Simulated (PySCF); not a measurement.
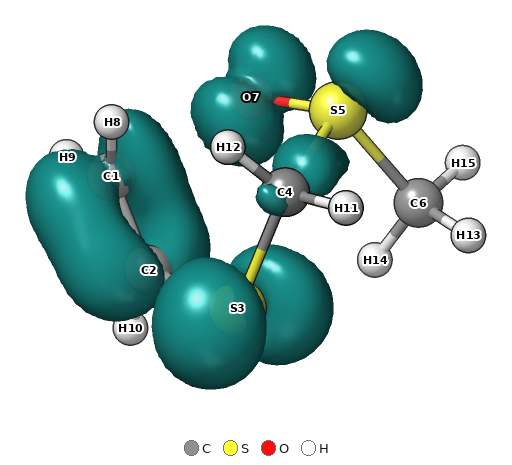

C4H8OS2 (charge +1, doublet). Isosurface of the spin density at +0.02 e/Å³ (teal), seen from one side.

Geometry: GFN2-xTB.

Level of theory: UKS B3LYP, pcH-1 on C H O S, non-relativistic, mean-field spin-orbit, GIAO (PySCF 2.14.0, density-fitted response routines).

```xyz
15

C    -1.9684    0.3113   -0.6946
C    -1.4713   -0.9377   -0.6003
S    -0.4797   -1.5433    0.6783
C     0.0098   -0.0442    1.5195
S     0.9173    1.1736    0.3533
C     2.1398    0.0220   -0.3568
O    -0.0786    1.4207   -0.7010
H    -2.1187    0.9640    0.1487
H    -2.4219    0.6389   -1.6166
H    -1.5719   -1.6535   -1.4038
H     0.6960   -0.3079    2.3197
H    -0.8419    0.5055    1.9141
H     2.6833   -0.4702    0.4418
H     1.6681   -0.6980   -1.0166
H     2.8337    0.6267   -0.9357
```

Q: Where is the unpaired spin?

A: The unpaired spin (1 electron) lies mostly on S3 (about 0.3), O7 (about 0.2), C1 (about 0.2), C2 (about 0.2) and S5 (about 0.1), in electrons by Hirshfeld's partition.
